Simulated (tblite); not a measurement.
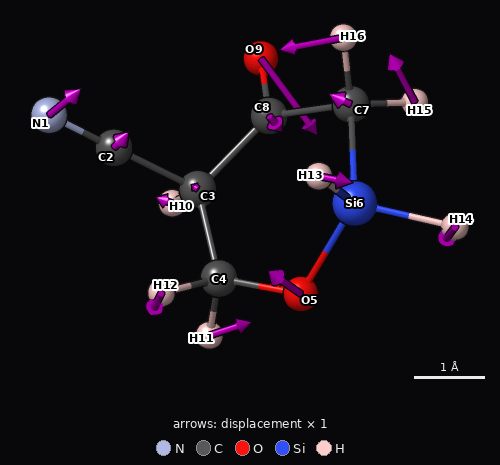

A relaxation of C5H7NO2Si. The starting structure is drawn; purple arrows show the displacements, at their true length. The two geometries are superimposed by the best rigid fit.

A ball-and-stick model, seen at a tilt.

All numbers below come from GFN2-xTB geometry optimisation, gas phase in tblite. 

### Atoms of which element are displaced furthest, and by how much?

Oxygen: up to 1.44 Å, against 0.96 Å for hydrogen.

### What did the optimiser do to the structure, and how much energy did it gain?

Over 125 geometry steps the energy falls by 113.7 kJ/mol. The largest move after the best rigid fit is that of O9, 1.44 Å. Largest moves by element: O 1.44 Å, H 0.96 Å, N 0.71 Å, C 0.39 Å, Si 0.04 Å. Near-neighbour distances that change, for instance: C3–C4 1.448 → 1.548 Å, Si6–C7 1.843 → 1.928 Å, C3–C8 1.463 → 1.539 Å, C3–H10 1.139 → 1.096 Å. Bond angles that change, for instance: C4–C3–C8 121.0° → 107.2°, O5–Si6–H13 115.4° → 102.2°, C3–C8–C7 126.3° → 113.8°. Groups turn about O5–Si6 by about 75°, C4–O5 by about 75°, C7–C8 by about 65°.
